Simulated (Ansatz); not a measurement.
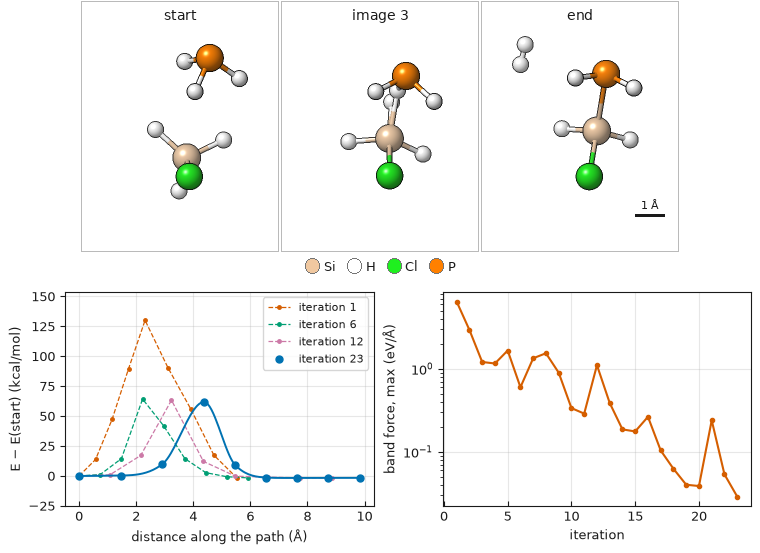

A search for the minimum-energy path of SiPH$_{6}$Cl, made up of SiH3Cl and PH3 by the nudged elastic band. Images are numbered from 0 (start) to 8 (end). The plot follows the band through its iterations. A ball-and-stick model, seen from a free direction.

Level of theory: RKS BLYP-D4/6-31G* (Ansatz 0.2.0). Set-up: 7 movable images; climbing image; force threshold 0.03 eV/Å; iteration limit 60; starting path through a guess of the saddle point.

Q: Did the band converge, and can the barrier be trusted?

A: The result is final at these settings. The band converged in 23 iterations. The largest component of the band force went from 6.5 to 0.029 eV/Å. The climbing image converged on the top of the path. Its vibrational analysis gives one imaginary mode (1329i cm⁻¹), as a transition state must have. The first iteration put the highest image at 130.1 kcal/mol. The highest point, image 3, lies 61.8 kcal/mol above the start and 63.4 kcal/mol above the end; the end is at −1.6 kcal/mol relative to the start.

Limits of the set-up: the start holds two separate molecules, 2.9 Å apart at their closest, whose relative position is a soft coordinate.

The run took 2.9 min on 2 threads of Arm Neoverse V2 (shared host), peak memory 0.11 GiB.
